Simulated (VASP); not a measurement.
Band structure of PtTe₂ (1T layered). Calculation: PBE GGA with spin-orbit coupling, VASP's PBE PAW potentials (set 64) (plane waves; VASP).

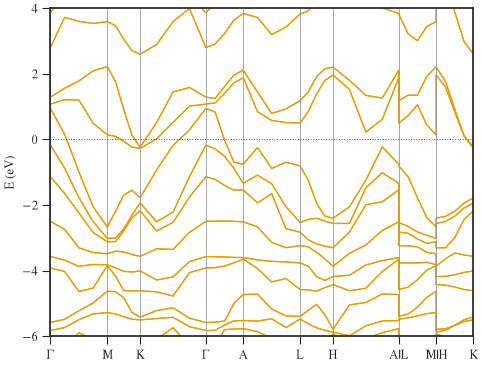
Figure. Bands along high-symmetry lines, zero at the valence-band maximum or, without a gap, the Fermi level

Task: Read the plot: is there a gap, and where are the band edges?

Result: It has no gap at this level: it comes out as a metal or semimetal.

The compound is PtTe2 in the 1T layered structure. It was relaxed first, which changed the volume by +6 %.
